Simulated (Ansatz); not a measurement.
A series of calculations on C3H8Cl2Si

**1. Relaxation**

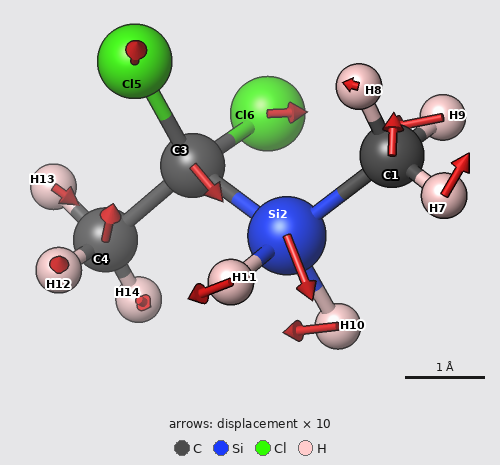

This is a relaxation of C3H8Cl2Si. The starting structure is drawn; red arrows show the displacements, 10 times their true length. The two geometries are superimposed by the best rigid fit.

The picture is a ball-and-stick view, seen at a tilt.

The run prepares an end point of a later path (torsion) calculation, from a guessed geometry.

Computed with Ansatz, RKS r2SCANh-D4/STO-3G. (no spin polarisation; force threshold 0.015 eV/Å; at most 40 steps)

> What did the optimiser do to the structure, and how much energy did it gain?

The energy falls by 0.724 eV in 4 geometry steps. The largest force component goes from 5.7 to 0.012 eV/Å. The largest move after the best rigid fit is that of Si2, 0.096 Å. Largest moves by element: Si 0.096 Å, H 0.084 Å, C 0.068 Å, Cl 0.060 Å. Some distances before and after: C3–Cl5 1.768 → 1.862 Å, C4–H14 1.017 → 1.098 Å, C1–H9 1.158 → 1.093 Å, Si2–H10 1.506 → 1.443 Å. Among the angles between lasting bonds that change: H13–C4–H14 115.6° → 109.1°, C1–Si2–H10 106.6° → 112.4°, C1–Si2–C3 115.1° → 109.6°.

Limits of the set-up: STO-3G is a minimal basis, so the numbers are rough.

**2. Relaxation**

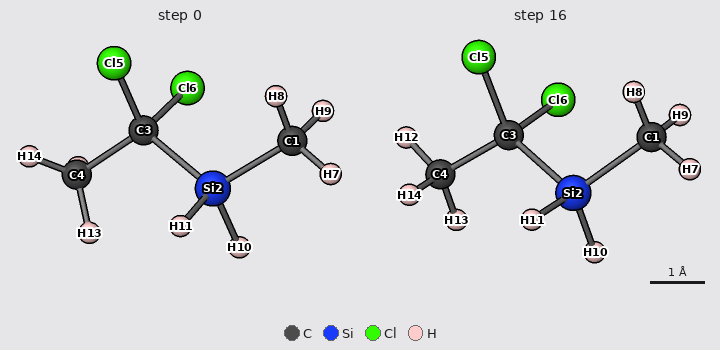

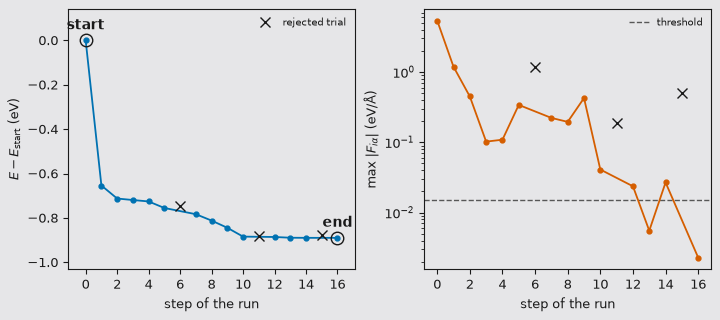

First and last geometry of a relaxation of C3H8Cl2Si, with the history of the run. Style: ball-and-stick. Shown at a tilt.

The run prepares an end point of a later path (torsion) calculation, from a guessed geometry.

Theory: Ansatz 0.2.0, RKS r2SCANh-D4/STO-3G. (no spin polarisation; force threshold 0.015 eV/Å; at most 40 steps)

Question: Did the run converge, and what did it change?

Answer: It converged. The atom that moves furthest after the best rigid fit is H12 (0.94 Å). Largest moves by element: H 0.94 Å, Cl 0.33 Å, C 0.16 Å, Si 0.12 Å. Among the contacts that change: C3–Cl5 1.768 → 1.863 Å, C4–H14 1.017 → 1.098 Å, C1–H9 1.158 → 1.093 Å, Si2–H10 1.506 → 1.443 Å. Bond angles that change, for instance: H13–C4–H14 115.6° → 109.2°, C1–Si2–H10 106.6° → 112.4°, C1–Si2–C3 115.1° → 109.5°. Groups turn about C3–C4 by about 60°. The energy falls by 0.890 eV in 13 accepted moves (16 points after the start). The largest force component goes from 5.4 to 0.0023 eV/Å. The line search rejected the trial steps at points 6, 11, 15 of the run. The forces were under the threshold at step 13, but the run went on from there. The run took 46 s on 1 thread of AMD EPYC 9R45 96-Core Processor (Zen 5), on a shared host, peak memory 0.18 GiB.

Limits of the set-up: STO-3G is a minimal basis, so the numbers are rough.

**3. Path**

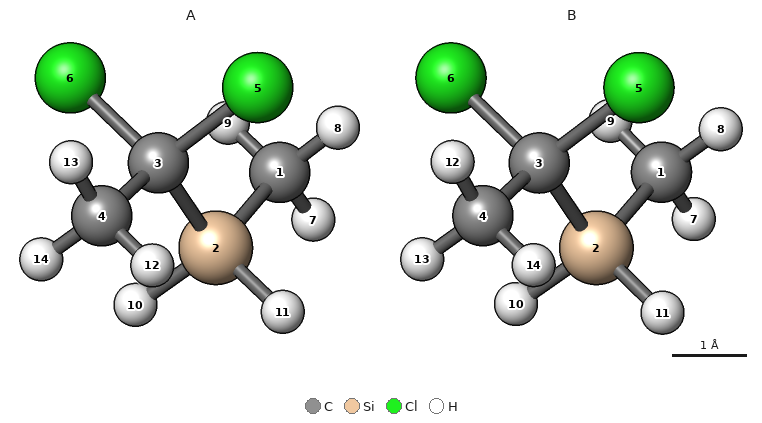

The two relaxed end points of a path for C$_{3}$H$_{8}$Cl$_{2}$Si. Style: ball-and-stick. Shown from a free direction.

All numbers below come from RKS r2SCANh-D4/STO-3G (Ansatz 0.2.0).

Run with 9 movable images; climbing image; force threshold 0.05 eV/Å; iteration limit 41.

Start:
```xyz
14

C    -1.3002   -0.3475    1.8610
Si    0.0637   -0.7600    0.6636
C     0.1300    0.5634   -0.7128
C     1.2324    0.3522   -1.7795
Cl   -1.5098    0.6026   -1.5942
Cl    0.4158    2.2289    0.0728
H    -1.3583   -1.0943    2.6570
H    -2.2666   -0.3175    1.3514
H    -1.1301    0.6290    2.3214
H     1.3650   -0.7526    1.2878
H    -0.1543   -2.0224   -0.0011
H     1.0777   -0.6145   -2.2773
H     1.2059    1.1512   -2.5308
H     2.2157    0.3524   -1.2903
```

End:
```xyz
14

C    -1.2877   -0.3343    1.8702
Si    0.1339   -0.6956    0.7245
C     0.0893    0.5203   -0.7483
C     1.2118    0.3337   -1.7987
Cl   -1.5434    0.3368   -1.6266
Cl    0.2115    2.2596   -0.0919
H    -1.2744   -1.0060    2.7324
H    -2.2428   -0.4612    1.3546
H    -1.2363    0.6933    2.2386
H     1.4147   -0.5085    1.3630
H     0.0577   -2.0202    0.1562
H     1.1131    1.0675   -2.6082
H     2.1892    0.4630   -1.3146
H     1.1502   -0.6778   -2.2221
```

Q: What barrier does the band find between them, and by what path?

A: The two ends have the same energy, and the highest point, image 5, lies 0.171 eV above the start. The motion is a rotation about the C3–C4 bond by about 120°. No bond forms or breaks between the ends. The band converged in 7 iterations, with a climbing image at the top. At the top, the vibrational analysis gives one imaginary mode (252i cm⁻¹), as a transition state must have.

Energies of the converged images:

| image | path (Å) | E (eV) |
| --- | --- | --- |
| 0 | 0.00 | 0.000 |
| 1 | 0.36 | 0.014 |
| 2 | 0.71 | 0.056 |
| 3 | 1.07 | 0.110 |
| 4 | 1.42 | 0.154 |
| 5 | 1.78 | 0.171 |
| 6 | 2.15 | 0.152 |
| 7 | 2.52 | 0.104 |
| 8 | 2.90 | 0.048 |
| 9 | 3.27 | 0.009 |
| 10 | 3.64 | 0.000 |

The geometry at the top of the path:

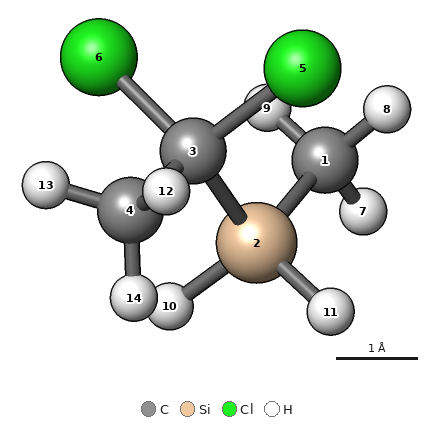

Limits of the set-up: STO-3G is a minimal basis, so the numbers are rough.

Cost: 2.9 min on 1 thread of AMD EPYC 9R45 96-Core Processor (Zen 5), with other jobs on the host, peak memory 0.19 GiB.
